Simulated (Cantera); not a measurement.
Feed: 1 mol borazine, 3.4 mol O2, 5.4 mol H2, at 0.133 bar.

Equilibrium computed with Cantera from the NASA thermochemical tables; the gas is ideal and each condensed phase is pure. Candidate condensed phases: B, BN, B2O3, B3O3H3, H2O; 39 gas species. The feed counts by its element totals alone. Gases not in the tables: H3BO3. The numbers say what is thermodynamically allowed, not how fast it happens.

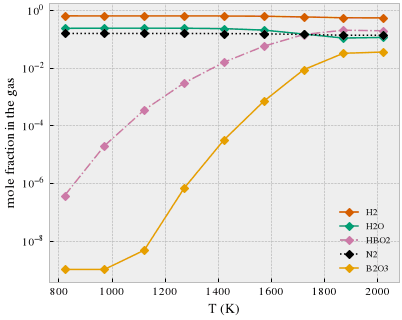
*Equilibrium gas composition (values under 1e-9 drawn at 1e-9)*

From 823 K to 1723 K the condensed part is B2O3(l). From 1873 K to 2023 K nothing is condensed.
